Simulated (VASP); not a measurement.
Energy against volume of CsI (CsCl type). Computed with PW91 GGA, VASP's PBE PAW potentials (set 64) (plane waves; VASP).

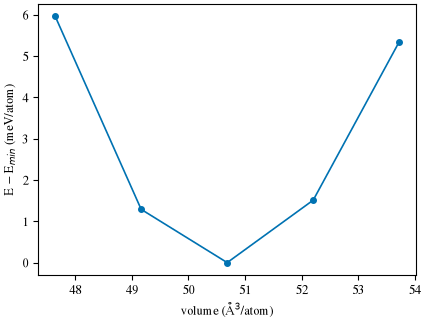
Fig. 1. Energy against volume

Problem. Estimate the equilibrium volume and the bulk modulus.

Solution. The minimum lies near 50.6 Å³/atom, and the curvature gives B0 of about 9.9 GPa.

The compound is CsI in the CsCl type structure. It was relaxed first, which changed the volume by +6 %.
